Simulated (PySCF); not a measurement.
NMR shielding calculation of C$_{5}$H$_{8}$F$_{3}$S (charge +1)

The run: NMR shielding calculation of C$_{5}$H$_{8}$F$_{3}$S, charge +1. Method and program: GIAO PBE0/pcSseg-1 NMR shielding, non-relativistic, gas phase (PySCF 2.14.0).

The geometry comes from this level: GFN2-xTB, NEB image 4 of 0 to 8. It belongs to a series of runs on one base structure; here: NEB image 4 of 0 to 8. Figures and captions count atoms from 1; the log counts them from 0 in places.

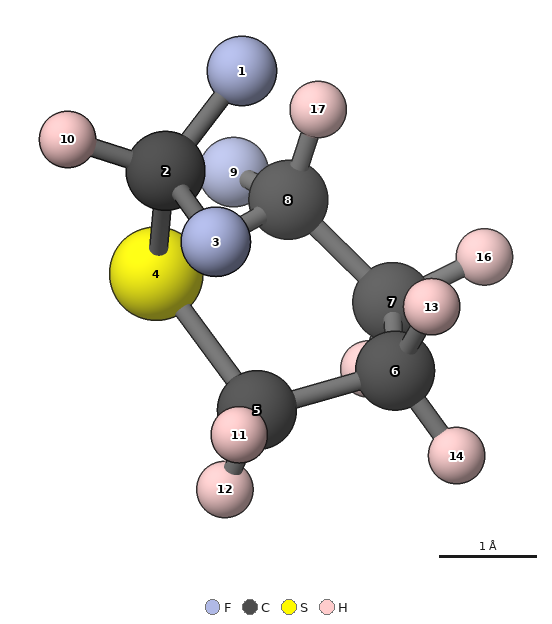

*The input geometry (ball-and-stick view, seen at a tilt; atoms are numbered from 1 in the order of the input).*

Bond lengths as drawn: C–C 1.52 Å, C–F 1.32 to 1.34 Å, C–H 1.09 to 1.10 Å and C–S 1.82 to 1.92 Å.

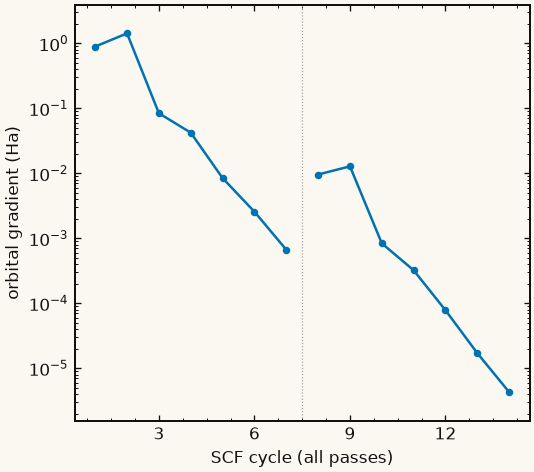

*Convergence of the self-consistent field: orbital gradient against the SCF cycle. The dotted line marks the change from a coarse to the final integration grid.*

The first 7 cycles use a coarse grid, the final grid takes over at cycle 8, and the field converges after 14 cycles in all.

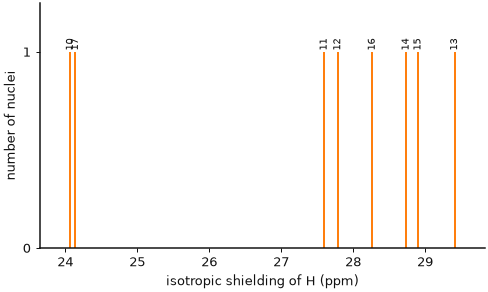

*Isotropic shieldings of the hydrogen nuclei in this fixed geometry, labelled by atom number; shielding grows to the right, so chemical shift grows to the left.*

The least shielded is H10 (24.1 ppm), the most shielded H13 (29.4 ppm).

These pictures come from the run below.

### Input
```
{"job": {"kind": "nmr", "xc": "PBE0", "basis": "pcSseg-1", "pop": false}, "charge": 1, "multiplicity": 1}
F      1.740300     1.211400    -1.171400
C      2.169300     0.272700    -0.341900
F      2.098700    -0.897600    -0.955600
S      1.026600     0.219000     1.198700
C      0.073300    -1.298800     0.869300
C     -1.076400    -0.894000    -0.039800
C     -1.606700     0.422400     0.509100
C     -0.416000     1.347700     0.667800
F     -0.560300     2.251500     1.641400
H      3.192100     0.481300    -0.002100
H      0.729200    -2.055200     0.442600
H     -0.271200    -1.639200     1.846200
H     -0.732700    -0.769200    -1.067800
H     -1.844200    -1.666500    -0.034300
H     -2.080900     0.278500     1.482700
H     -2.337000     0.877900    -0.160600
H     -0.111200     1.870200    -0.244700
```

The first line tells a small driver script what to run in PySCF; the rest is the geometry in Å.

Launch command:
```bash
OMP_NUM_THREADS=1 python <driver script> task.json out
```

### Log
```
coarse grid: 15272 points
cycle   1  E = -891.8270862938  dE =  1.661e+00  |g| = 8.955e-01  |ddm| = 3.625e+00
cycle   2  E = -891.6324258649  dE =  1.947e-01  |g| = 1.427e+00  |ddm| = 1.460e+00
cycle   3  E = -891.9773793072  dE = -3.450e-01  |g| = 8.418e-02  |ddm| = 8.948e-01
cycle   4  E = -891.9782661181  dE = -8.868e-04  |g| = 4.231e-02  |ddm| = 8.699e-02
cycle   5  E = -891.9786121943  dE = -3.461e-04  |g| = 8.464e-03  |ddm| = 3.803e-02
cycle   6  E = -891.9786260438  dE = -1.385e-05  |g| = 2.570e-03  |ddm| = 8.826e-03
cycle   7  E = -891.9786271954  dE = -1.152e-06  |g| = 6.684e-04  |ddm| = 2.264e-03
final grid: 145576 points
cycle   8  E = -892.0527133748  dE = -5.030e-05  |g| = 9.602e-03  |ddm| = 3.329e-02
cycle   9  E = -892.0526974719  dE =  1.590e-05  |g| = 1.283e-02  |ddm| = 1.734e-02
cycle  10  E = -892.0527351819  dE = -3.771e-05  |g| = 8.378e-04  |ddm| = 1.037e-02
cycle  11  E = -892.0527352931  dE = -1.113e-07  |g| = 3.228e-04  |ddm| = 8.602e-04
cycle  12  E = -892.0527353077  dE = -1.454e-08  |g| = 7.820e-05  |ddm| = 2.183e-04
cycle  13  E = -892.0527353088  dE = -1.126e-09  |g| = 1.708e-05  |ddm| = 7.899e-05
cycle  14  E = -892.0527353089  dE = -5.480e-11  |g| = 4.297e-06  |ddm| = 1.668e-05
converged SCF energy = -892.0527353089

GIAO shielding tensors (ppm)
atom      isotropic    diamagn.    paramagn.     s11        s22        s33       span
  0 F      264.930     472.858    -207.928    197.439    262.250    335.102    137.663
  1 C       64.978     237.041    -172.063     50.853     65.872     78.208     27.355
  2 F      276.258     472.665    -196.407    204.631    279.565    344.579    139.948
  3 S      296.498    1056.398    -759.901    215.284    281.865    392.344    177.060
  4 C      138.171     254.275    -116.104     99.064    144.001    171.450     72.386
  5 C      152.157     250.137     -97.980    116.573    163.786    176.110     59.537
  6 C      146.043     249.614    -103.570    116.610    159.795    161.726     45.116
  7 C       58.378     248.488    -190.110      2.316     72.105    100.712     98.396
  8 F      331.230     467.102    -135.872    259.476    323.270    410.944    151.468
  9 H       24.068      25.155      -1.087     21.057     21.704     29.444      8.387
 10 H       27.595      29.580      -1.985     22.742     25.944     34.099     11.357
 11 H       27.784      29.307      -1.523     22.467     25.249     35.637     13.169
 12 H       29.408      31.122      -1.714     25.357     27.991     34.877      9.520
 13 H       28.735      28.511       0.224     23.230     25.476     37.498     14.268
 14 H       28.899      29.095      -0.196     24.848     26.706     35.144     10.297
 15 H       28.264      28.066       0.198     23.891     25.348     35.553     11.662
 16 H       24.139      29.234      -5.096     21.589     24.898     25.928      4.339
```

### Summary

```csv
quantity,value
outcome,converged
total energy,−892.052735 hartree
HOMO,−14.57 eV
LUMO,−6.04 eV
"isotropic shielding, F",264.9 to 331.2 ppm
"isotropic shielding, C",58.4 to 152.2 ppm
"isotropic shielding, S",296.5 ppm
"isotropic shielding, H",24.1 to 29.4 ppm
hardware,"1 CPU thread, shared host"
wall time,29 s
peak memory,0.88 GiB
```
